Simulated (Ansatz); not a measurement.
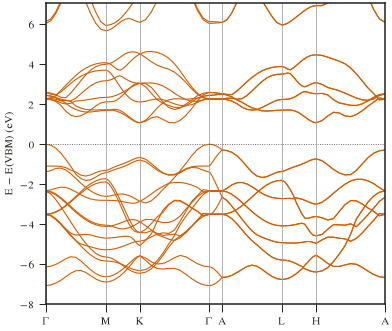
*Band structure from plane-wave PAW r²SCAN+D4 (Ansatz code)*

Read off the gap and where the band edges lie.

About 1.1 eV (1.06 eV by a search for the band edges); maximum at Γ, minimum on the K–Γ line, 47 % of the way from K.

The material is MoS₂ in space group P6_3/mmc (No. 194; Mo on 2c, S on 4f).

Symmetry was held in the r²SCAN+D4 relaxation. The run is not spin-polarised. Spin–orbit coupling is left out wherever it is not named.

Potentials: the later of the program's two PAW sets.
